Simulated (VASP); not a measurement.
Band structure of LiCl (rock salt). Calculation: SCAN meta-GGA, VASP's PBE PAW potentials (set 64) (plane waves; VASP).

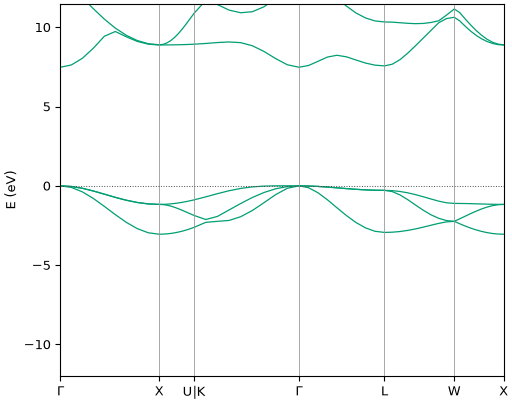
Figure. Bands along high-symmetry lines, zero at the valence-band maximum or, without a gap, the Fermi level

Q: Read the plot: is there a gap, and where are the band edges?

A: The gap is direct, 7.48 eV, from the valence maximum at Γ to the conduction minimum at Γ.

Measured: gap 9.40 eV (computed value off by -1.92 eV), as given by Wei Chen et al., Physical Review Materials (2018), doi:10.1103/physrevmaterials.2.073803.

The compound is LiCl in the rock salt structure. It was relaxed first.
